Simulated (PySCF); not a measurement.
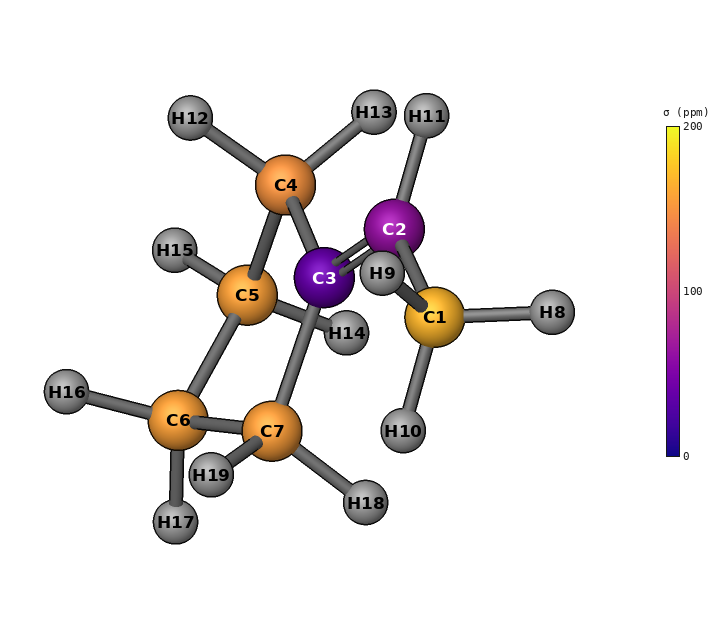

Atoms are coloured by their isotropic NMR shieldings (C only, the others grey). Computed geometry: GFN2-xTB optimisation. No frequency run is at hand to confirm it as a minimum. Level of theory: GIAO PBE0/pcSseg-1 NMR shielding, non-relativistic, gas phase (PySCF 2.14.0).

**Which C atom is the most shielded (lowest chemical shift)?**

C1 (168.0 ppm).

**Which C atom is the least shielded (highest chemical shift)?**

C3 (37.2 ppm).

**How wide is the range of C shifts?**

130.8 ppm.

List the isotropic NMR shieldings of the C atoms.

| atom | σ (ppm) |
| --- | --- |
| C1 | 168.0 |
| C2 | 62.7 |
| C3 | 37.2 |
| C4 | 149.5 |
| C5 | 156.6 |
| C6 | 156.5 |
| C7 | 155.0 |
